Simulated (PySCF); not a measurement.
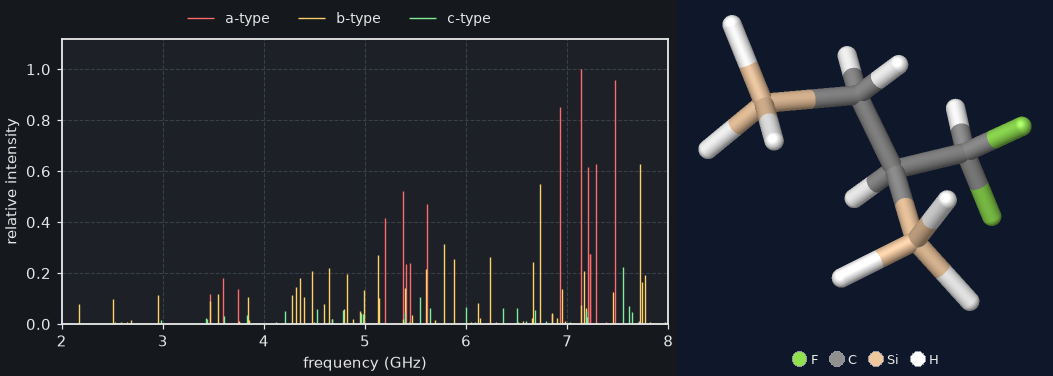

C₃H₁₀F₂Si₂, SMILES FC(F)[C@@H]([SiH3])C[SiH3]. Simulated rotational absorption lines between 2 and 8 GHz at 1.5 K: rigid rotor with the equilibrium constants and dipole of one optimised conformer (PBE0-D3(BJ)/def2-SVP, PySCF), commonest isotopes; no centrifugal distortion, hyperfine structure, internal rotation or nuclear-spin weights; lines within 1 MHz of each other are summed. Lines of different type are drawn apart.

**What are the rotational constants, and what kind of rotor is it?**

Rotational constants A, B, C = 2.631, 0.9696, 0.8338 GHz; Ray's κ = −0.85, an asymmetric top on the prolate side.

**Which dipole components drive the lines?**

|μa|, |μb|, |μc| = 1.18, 1.19, 0.69 D; a-type lines carry 46 % of the intensity in this range.

Note: coarse grid, loose stop and no frequency check, small forces are noise and the end may be a saddle.
